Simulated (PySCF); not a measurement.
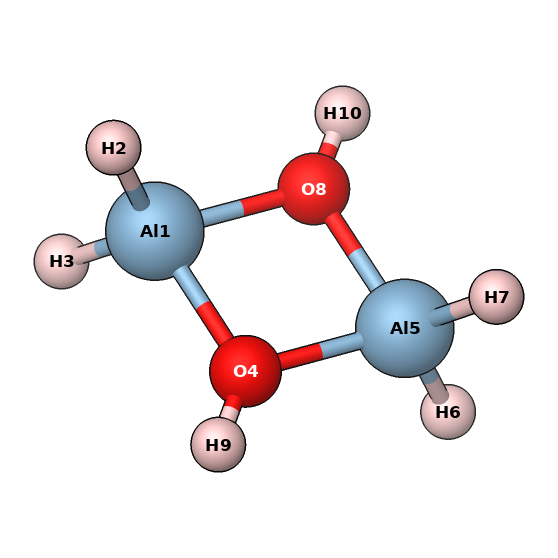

Computed geometry: PBE0-D3(BJ)/def2-SVP optimisation. No frequency run is at hand to confirm it as a minimum. Properties computed with delta-SCF UKS SCAN, pcX-2 on the ionised atom (unc-x2c-TZVPall on a metal), pcseg-1 elsewhere, spin-free X2C (PySCF 2.14.0).

Give the core-electron binding energies (to vacuum; p and d levels without spin–orbit splitting) of Al1 1s, Al1 2p, O4 1s.

```csv
atom,level,binding energy (eV)
Al1,1s,1567.2
Al1,2p,80.8
O4,1s,539.5
```
